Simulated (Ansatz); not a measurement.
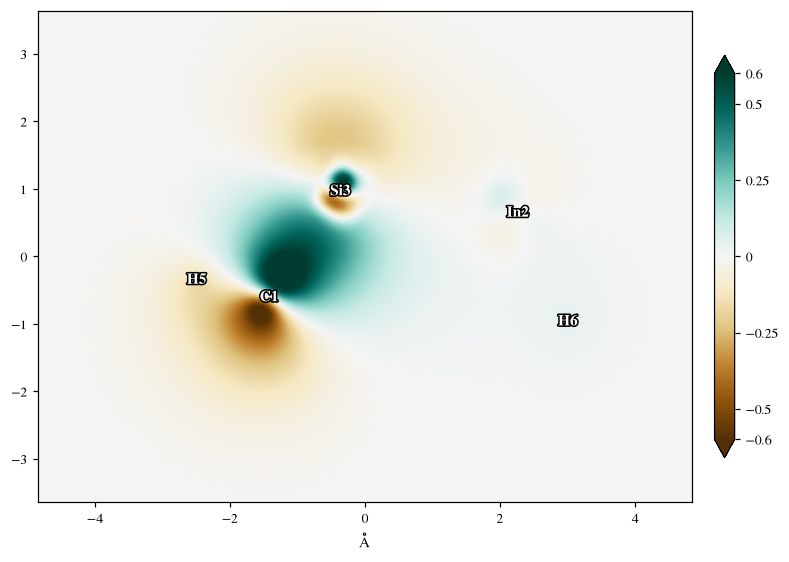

*CH$_{6}$InSi (SMILES C[SiH2][InH]) (doublet). The HOMO−1 (β) on the plane of atoms Si3, In2 and H6 (values in Å⁻³ᐟ²; the overall sign is arbitrary).*

Geometry: r2SCAN-D4/def2-SVP; core potentials replace the inner electrons of In.

These are results of Ansatz, isolated molecule in a Gaussian basis; Kohn-Sham density functional theory, functional PBE0, not measurements.

```xyz
9

C     0.6816    1.1833    0.3391
In   -1.4137   -1.7988   -1.0160
Si    0.8346   -0.5504   -0.4073
H     1.5863   -1.4379    0.5416
H     1.6799    1.6005    0.5522
H    -3.0011   -1.0589   -0.7296
H     1.6575   -0.4831   -1.6608
H     0.1123    1.1611    1.2813
H     0.1651    1.8686   -0.3508
```

Where does this orbital lie, and at what energy?

Answer. It lies mainly on C1 (about 40 %), Si3 (about 30 %), H4 (about 5 %) and H7 (about 5 %). Its energy is −9.15 eV.
